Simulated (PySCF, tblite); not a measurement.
# C5H7N3O: dynamics, then NMR shifts on frames, part 1 of 2

Aim: move C5H7N3O (`C=N[C@H](C)c1ncno1`) away from its starting geometry and see how NMR shifts follow the geometry.

The runs use tblite 0.8.0 and PySCF 2.14.0, with density-fitted response routines of our own; the level of theory stands in each step. All values are computed, except where a source is named. Atoms are numbered from 0 throughout.

## 1. Starting geometry

16 atoms, charge 0, multiplicity 1; geometry from: GFN2-xTB.

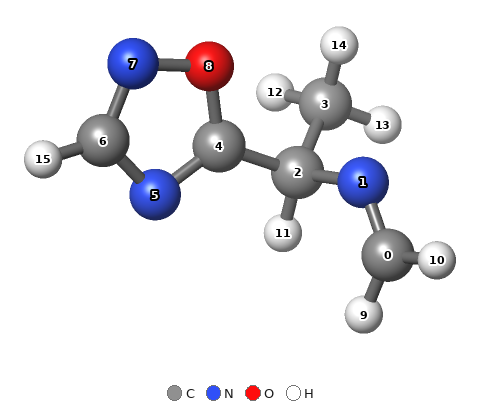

As it starts; carbon grey, nitrogen blue, oxygen red, hydrogen white, atoms numbered; sticks join atoms by distance.

## 2. A short Langevin run with GFN2-xTB

What the job is given:

```
{"job": {"kind": "md", "xc": "GFN2-xTB", "basis": "xTB", "temperature": 300, "steps": 2000, "every": 50, "frames": 5}, "charge": 0, "multiplicity": 1}
C     -1.847169    -1.600103    -0.372029
N     -1.254947    -0.522560    -0.594177
C     -0.635549     0.200546     0.492550
C     -1.025676     1.674087     0.396477
C      0.835666     0.029329     0.322475
N      1.597765    -0.793846     0.982075
C      2.815198    -0.583701     0.421845
N      2.803005     0.309272    -0.519955
O      1.511997     0.718242    -0.595750
H     -1.945818    -2.062249     0.615845
H     -2.295202    -2.115564    -1.208434
H     -0.897472    -0.223199     1.477391
H     -0.517742     2.249323     1.166295
H     -2.099743     1.774816     0.526663
H     -0.751406     2.056874    -0.582358
H      3.699496    -1.102324     0.727161
```

Method: GFN2-xTB Langevin dynamics, gas phase.

Launch:

```sh
OMP_NUM_THREADS=1 python probes_run.py task.json out
```

One launch serves the whole session: the jobs run in the order shown.

The log of the run:

```text
t/fs     T/K      E/eV
    0.0   244.0   -735.93176
   25.0   147.2   -735.69346
   50.0   149.7   -735.63965
   75.0   167.4   -735.61835
  100.0   182.1   -735.60948
  125.0   225.1   -735.58215
  150.0   287.2   -735.59183
  175.0   284.0   -735.55568
  200.0   275.5   -735.46980
  225.0   289.0   -735.48319
  250.0   301.0   -735.38436
  275.0   242.0   -735.19233
  300.0   334.4   -735.32110
  325.0   361.1   -735.45706
  350.0   426.6   -735.44948
  375.0   247.5   -735.31292
  400.0   293.4   -735.37158
  425.0   326.7   -735.48214
  450.0   214.5   -735.30198
  475.0   278.9   -735.43929
  500.0   289.6   -735.44031
  525.0   354.9   -735.41310
  550.0   300.1   -735.33138
  575.0   316.3   -735.47373
  600.0   297.3   -735.32682
  625.0   264.6   -735.35148
  650.0   239.0   -735.49603
  675.0   264.6   -735.43528
  700.0   279.8   -735.49364
  725.0   242.5   -735.45475
  750.0   234.6   -735.43089
  775.0   303.8   -735.36316
  800.0   380.4   -735.54910
  825.0   241.5   -735.34673
  850.0   311.0   -735.47104
  875.0   215.6   -735.21315
  900.0   402.3   -735.36175
  925.0   460.4   -735.42979
  950.0   430.2   -735.44037
  975.0   416.3   -735.50623
 1000.0   257.9   -735.37707
```

It took 12 s on 1 thread of Intel Xeon Platinum 8488C, shared host; peak memory 0.18 GiB.

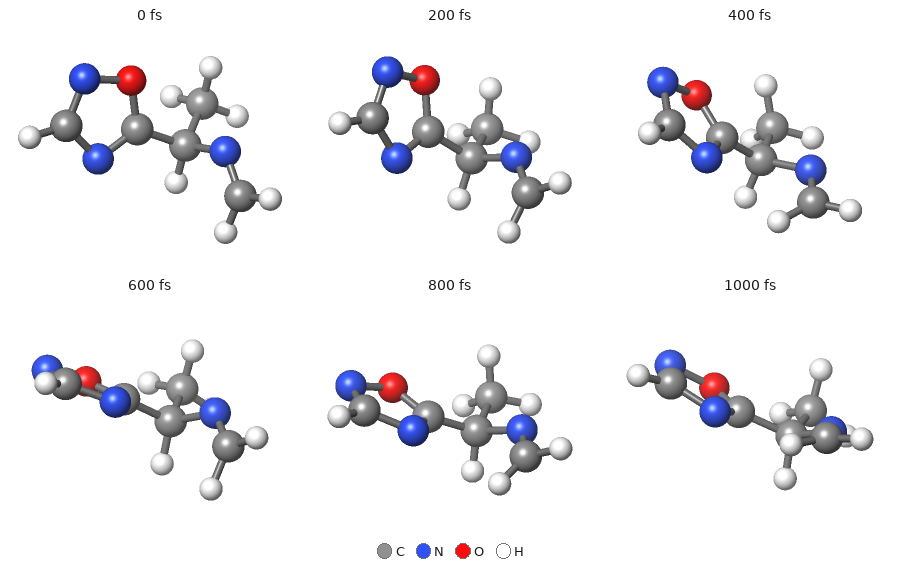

Frames of the run.

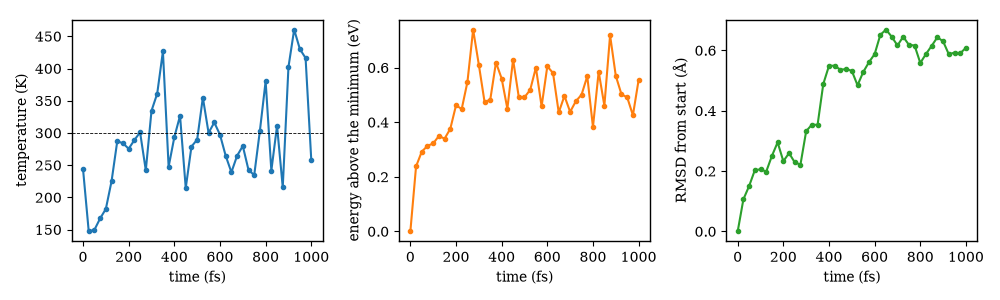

Temperature, potential energy and distance from the start.

Positions (Å) and forces (eV/Å) at 1000 fs:

```xyz
16

C    -1.296   -1.545   -0.552    1.030   -1.636   -0.850
N    -1.764   -0.659    0.161   -0.775    0.852    0.467
C    -1.216   -0.151    1.360    0.105    0.841    1.454
C    -1.912    1.208    1.724   -1.607   -1.605    0.008
C     0.267    0.110    1.459   -1.030   -2.019   -1.189
N     1.197   -0.629    0.937    1.458   -0.984   -0.580
C     2.364    0.031    1.201   -1.760    2.444    1.404
N     2.087    1.192    1.847    0.043   -2.166   -0.419
O     0.708    1.147    2.044    1.847    2.388    0.516
H    -0.334   -2.087   -0.452   -0.198    0.435    0.245
H    -1.895   -1.929   -1.368   -0.145    0.284   -0.142
H    -1.474   -0.902    2.169    0.206    0.606   -0.539
H    -1.512    1.601    2.646   -0.090   -0.046    0.218
H    -3.021    0.908    1.859    1.633    0.971   -0.275
H    -1.781    1.961    0.952   -0.178   -0.282   -0.078
H     3.390   -0.246    1.022   -0.538   -0.083   -0.241
```

## 3. Shielding tensors: 250 fs, PBE0/pcSseg-1

What the job is given:

```
{"job": {"kind": "nmr", "xc": "PBE0", "basis": "pcSseg-1", "pop": false}, "charge": 0, "multiplicity": 1}
C     -1.951200    -1.836400    -0.314200
N     -1.793100    -0.594800    -0.176800
C     -0.992500    -0.065300     0.953600
C     -1.518300     1.342400     1.319800
C      0.416100    -0.135000     0.530100
N      1.255500    -1.111300     0.645600
C      2.430900    -0.688200     0.091700
N      2.214000     0.436100    -0.503900
O      0.984200     0.838800    -0.189000
H     -1.700100    -2.492100     0.512800
H     -2.261900    -2.254000    -1.278600
H     -1.087000    -0.793100     1.785700
H     -1.001500     1.617100     2.275100
H     -2.550000     1.291100     1.357000
H     -1.291900     1.994900     0.484000
H      3.332900    -1.331500     0.049400
```

Level: GIAO PBE0/pcSseg-1 NMR shielding, non-relativistic, gas phase.

The log of the run:

```text
coarse grid: 14048 points
cycle   1  E = -433.4572640436  dE =  1.681e+00  |g| = 5.554e-01  |ddm| = 3.716e+00
cycle   2  E = -433.4082103406  dE =  4.905e-02  |g| = 7.586e-01  |ddm| = 9.309e-01
cycle   3  E = -433.5213747415  dE = -1.132e-01  |g| = 1.092e-01  |ddm| = 5.349e-01
cycle   4  E = -433.5231988864  dE = -1.824e-03  |g| = 5.299e-02  |ddm| = 9.427e-02
cycle   5  E = -433.5237522508  dE = -5.534e-04  |g| = 1.725e-02  |ddm| = 4.398e-02
cycle   6  E = -433.5238087378  dE = -5.649e-05  |g| = 6.056e-03  |ddm| = 1.555e-02
cycle   7  E = -433.5238167155  dE = -7.978e-06  |g| = 1.954e-03  |ddm| = 5.447e-03
final grid: 137832 points
cycle   8  E = -433.5836477430  dE = -3.824e-05  |g| = 9.051e-03  |ddm| = 2.860e-02
cycle   9  E = -433.5836306740  dE =  1.707e-05  |g| = 1.333e-02  |ddm| = 1.496e-02
cycle  10  E = -433.5836641763  dE = -3.350e-05  |g| = 2.237e-03  |ddm| = 8.702e-03
cycle  11  E = -433.5836651945  dE = -1.018e-06  |g| = 4.189e-04  |ddm| = 1.662e-03
cycle  12  E = -433.5836652256  dE = -3.101e-08  |g| = 1.973e-04  |ddm| = 3.963e-04
cycle  13  E = -433.5836652335  dE = -7.944e-09  |g| = 5.782e-05  |ddm| = 1.544e-04
cycle  14  E = -433.5836652342  dE = -6.602e-10  |g| = 1.899e-05  |ddm| = 4.934e-05
converged SCF energy = -433.5836652342

GIAO shielding tensors (ppm)
atom      isotropic    diamagn.    paramagn.     s11        s22        s33       span
  0 C       19.714     256.308    -236.595    -89.743     30.025    118.859    208.602
  1 N     -173.513     331.281    -504.794   -570.191   -172.810    222.462    792.653
  2 C      117.070     245.182    -128.112     99.662    108.196    143.352     43.690
  3 C      167.041     247.451     -80.410    155.957    160.046    185.120     29.163
  4 C        3.532     259.070    -255.539    -71.169     -5.501     87.266    158.435
  5 N      -26.394     333.020    -359.414   -213.959    -66.786    201.561    415.520
  6 C       24.426     260.406    -235.980    -79.639     48.127    104.789    184.429
  7 N     -139.898     319.403    -459.301   -403.594   -100.711     84.610    488.204
  8 O      -79.831     400.811    -480.642   -241.075   -134.848    136.429    377.504
  9 H       23.495      31.654      -8.159     18.369     24.411     27.705      9.335
 10 H       23.578      29.299      -5.721     22.271     23.246     25.216      2.946
 11 H       26.669      32.107      -5.438     22.520     27.780     29.705      7.185
 12 H       29.234      27.907       1.328     25.265     27.123     35.315     10.051
 13 H       31.033      30.281       0.752     27.191     28.740     37.169      9.978
 14 H       28.753      30.088      -1.334     24.148     28.148     33.964      9.816
 15 H       22.384      29.271      -6.886     20.453     22.551     24.149      3.696
```

Run time: 24 s. Hardware: 1 thread of Intel Xeon Platinum 8488C, shared host; peak memory 0.84 GiB.

The references, computed at this level on geometries of the same kind, shield at (ppm): 1H TMS 31.72, 13C TMS 186.9, 15N NH3 267.7, 17O H2O 336.1. Their shielding less the atom's gives the shift. The references are single molecules in the gas phase, so shifts against H2O, NH3, PH3, H3PO4 or CFCl3 are not on the usual liquid scales and can be off by tens of ppm. Each atom is listed at this fixed geometry, with no averaging over motion; a spectrum would average atoms that exchange fast.

| atoms | environment | σ (ppm) | δ (ppm) |
| --- | --- | --- | --- |
| C4 | substituted aromatic carbon next to the ring oxygen | 3.5 | 183.4 |
| C0 | C=N carbon | 19.7 | 167.2 |
| C6 | aromatic CH between two ring heteroatoms | 24.4 | 162.5 |
| C2 | sp3 CH bonded to N, on an aromatic ring | 117.1 | 69.9 |
| C3 | methyl carbon | 167.0 | 19.9 |
| H15 | hydrogen on an aromatic CH between two ring heteroatoms | 22.38 | 9.33 |
| H9 | hydrogen on a C=N carbon | 23.50 | 8.22 |
| H10 | hydrogen on a C=N carbon | 23.58 | 8.14 |
| H11 | hydrogen on an sp3 CH bonded to N, on an aromatic ring | 26.67 | 5.05 |
| H14 | hydrogen on a methyl carbon | 28.75 | 2.96 |
| H12 | hydrogen on a methyl carbon | 29.23 | 2.48 |
| H13 | hydrogen on a methyl carbon | 31.03 | 0.68 |
| N1 | imine nitrogen | -173.5 | 441.2 |
| N7 | pyridine-type nitrogen of an azole | -139.9 | 407.6 |
| N5 | pyridine-type nitrogen of an azole | -26.4 | 294.1 |
| O8 | aromatic ring oxygen | -79.8 | 415.9 |

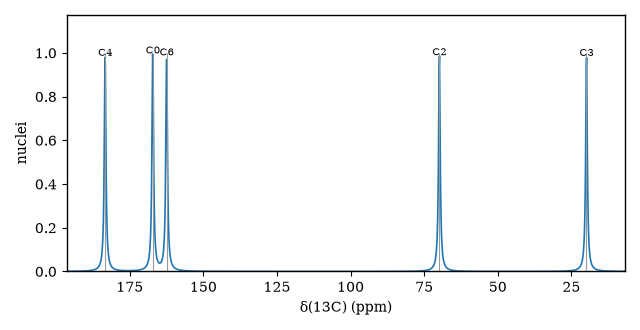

13C lines at the computed shifts, without couplings. Lines are broadened to a width of 0.65 ppm (Lorentzian).

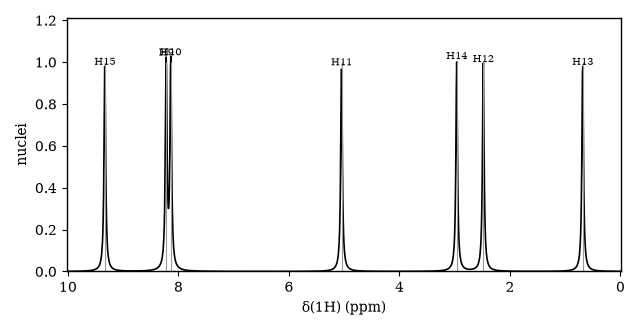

1H lines at the computed shifts, without couplings. Lines are broadened to a width of 0.03 ppm (Lorentzian).

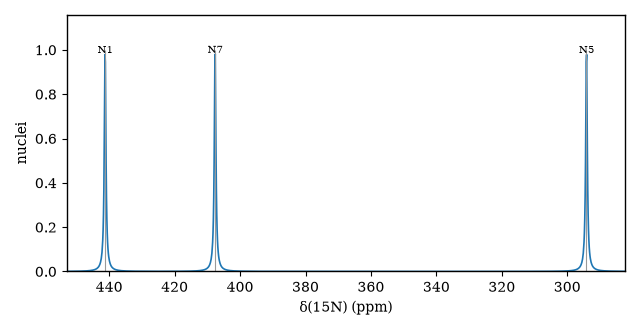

15N lines at the computed shifts, without couplings. Lines are broadened to a width of 0.59 ppm (Lorentzian).

Ring of atoms C4, N5, C6, N7, O8: NICS(0) -11.8, NICS(1) -11.7, NICS(1)zz -29.4 ppm (means of both faces).

## 4. Nuclear shieldings: 425 fs, PBE0/pcSseg-1

What the job is given:

```
{"job": {"kind": "nmr", "xc": "PBE0", "basis": "pcSseg-1", "pop": false}, "charge": 0, "multiplicity": 1}
C     -2.284900    -1.866100     0.068800
N     -2.356600    -0.622700     0.278900
C     -1.473100    -0.117000     1.309100
C     -1.787400     1.332300     1.633100
C     -0.038300    -0.289000     0.819300
N      0.570200    -1.383200     0.360600
C      1.775800    -0.973000     0.065000
N      1.999800     0.296400     0.427300
O      0.775800     0.733900     0.816900
H     -1.677200    -2.511000     0.700700
H     -2.789000    -2.196300    -0.852700
H     -1.492900    -0.727300     2.207200
H     -1.505700     1.584800     2.653900
H     -2.805000     1.484800     1.612700
H     -1.327300     2.013100     0.946300
H      2.491300    -1.654200    -0.341900
```

With the program's defaults for keys left out, this is: GIAO PBE0/pcSseg-1 NMR shielding, non-relativistic, gas phase.

The log of the run:

```text
coarse grid: 14048 points
cycle   1  E = -433.4560780581  dE =  1.719e+00  |g| = 5.737e-01  |ddm| = 3.742e+00
cycle   2  E = -433.3985291652  dE =  5.755e-02  |g| = 7.965e-01  |ddm| = 9.951e-01
cycle   3  E = -433.5241174451  dE = -1.256e-01  |g| = 1.141e-01  |ddm| = 5.855e-01
cycle   4  E = -433.5261844322  dE = -2.067e-03  |g| = 5.715e-02  |ddm| = 1.091e-01
cycle   5  E = -433.5268459684  dE = -6.615e-04  |g| = 1.831e-02  |ddm| = 4.856e-02
cycle   6  E = -433.5269102692  dE = -6.430e-05  |g| = 5.688e-03  |ddm| = 1.505e-02
cycle   7  E = -433.5269166791  dE = -6.410e-06  |g| = 2.189e-03  |ddm| = 4.870e-03
final grid: 137832 points
cycle   8  E = -433.5866937537  dE = -4.250e-05  |g| = 8.787e-03  |ddm| = 3.086e-02
cycle   9  E = -433.5866805113  dE =  1.324e-05  |g| = 1.252e-02  |ddm| = 1.346e-02
cycle  10  E = -433.5867089855  dE = -2.847e-05  |g| = 2.220e-03  |ddm| = 7.595e-03
cycle  11  E = -433.5867099514  dE = -9.659e-07  |g| = 3.930e-04  |ddm| = 1.736e-03
cycle  12  E = -433.5867099780  dE = -2.661e-08  |g| = 2.030e-04  |ddm| = 4.240e-04
cycle  13  E = -433.5867099866  dE = -8.582e-09  |g| = 6.514e-05  |ddm| = 1.689e-04
cycle  14  E = -433.5867099874  dE = -8.744e-10  |g| = 2.065e-05  |ddm| = 5.788e-05
converged SCF energy = -433.5867099874

GIAO shielding tensors (ppm)
atom      isotropic    diamagn.    paramagn.     s11        s22        s33       span
  0 C       11.416     256.743    -245.327   -102.789     16.055    120.984    223.772
  1 N     -136.996     329.499    -466.495   -465.250   -169.310    223.572    688.822
  2 C      125.041     249.044    -124.003    107.663    119.643    147.818     40.155
  3 C      173.097     243.478     -70.381    156.387    170.817    192.088     35.702
  4 C       -7.872     261.339    -269.211    -71.355    -23.558     71.297    142.652
  5 N      -10.560     333.912    -344.472   -178.614    -72.820    219.754    398.368
  6 C       19.414     254.667    -235.252    -88.830     35.940    111.133    199.964
  7 N     -154.075     321.289    -475.364   -357.572   -129.888     25.236    382.808
  8 O      -84.672     400.774    -485.446   -250.710   -180.948    177.642    428.351
  9 H       22.429      31.279      -8.850     16.176     24.076     27.034     10.858
 10 H       23.391      28.562      -5.170     21.613     22.590     25.972      4.359
 11 H       27.378      31.443      -4.066     23.679     27.355     31.099      7.421
 12 H       30.042      28.385       1.657     26.420     27.200     36.507     10.087
 13 H       31.261      29.641       1.621     27.088     28.807     37.888     10.799
 14 H       29.666      30.171      -0.505     24.966     29.098     34.933      9.967
 15 H       23.019      30.653      -7.634     21.219     22.609     25.229      4.010
```

Wall time 24 s (1 thread of Intel Xeon Platinum 8488C, shared host); peak memory 0.84 GiB.

In short: δ C4 194.8, C0 175.5, C6 167.5, C2 61.9, H9 9.29, H15 8.70 ppm.

(Continued in part 2 of 2.)
